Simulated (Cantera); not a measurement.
Input: 1 mol SiCl4, 24 mol N2, 17 mol H2, 0.3 mol HF, equilibrated at 14.0 mbar.

Cantera equilibrium calculation (NASA polynomials, part measured and part estimated; ideal gas, pure solids and liquids). Candidate condensed phases: NH4Cl, Si, Si3N4; 49 gas species. N2 is the only nitrogen source here; it is nearly inert below about 1500 K, so the nitride shown seldom forms there in practice. The tables' values for SiF2, SiF3, SiCl3, SiCl, SiF are old estimates; treat these amounts as uncertain. Equilibrium is a limit: real reactors are often held back by kinetics, nucleation or transport.

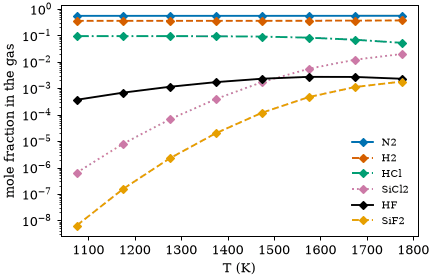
*Equilibrium gas composition (values under 1e-9 drawn at 1e-9)*

From 1075 K to 1775 K the condensed part is Si3N4(s). The main Si-bearing gas is SiF4 at 1075 K and SiCl2 at 1775 K. The share of Si in condensed phases is highest at 1275 K (93.1 %) and lowest at 1775 K (3.4 %).
